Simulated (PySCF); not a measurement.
```
atom   x (Å)   y (Å)    z (Å)
  Ge  0.0000  0.0000  -1.9536
  Pb  0.0000  0.0000   0.6944
```

Core potentials replace the inner electrons of Pb.

All numbers below come from PBE0/def2-SVP, non-relativistic Hamiltonian with scalar-relativistic core potentials where named, at a bond length of 2.648 Å in PySCF 2.14.0.

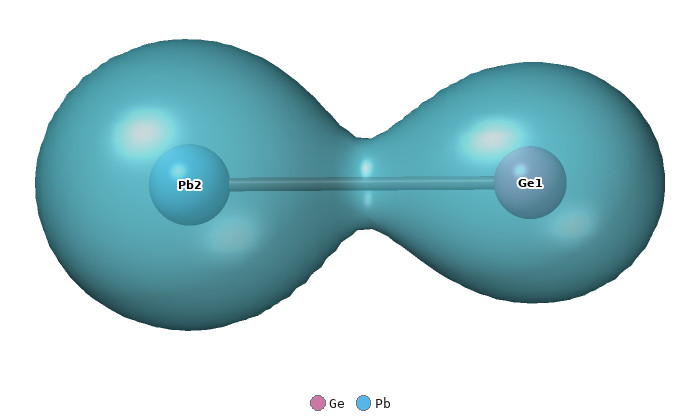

GePb (triplet). Isosurface of the electron density at 0.4 e/Å³ (cyan), seen from one side.

Question: Which contacts does the surface bridge?

Answer: At this value the surface is in one piece. It bridges the sampled Ge–Pb (2.65 Å) contact, where the density stays above the isovalue. On the grid the lowest density along these lines, outside the cores, is 0.46 e/Å³ (Ge–Pb, 2.65 Å).
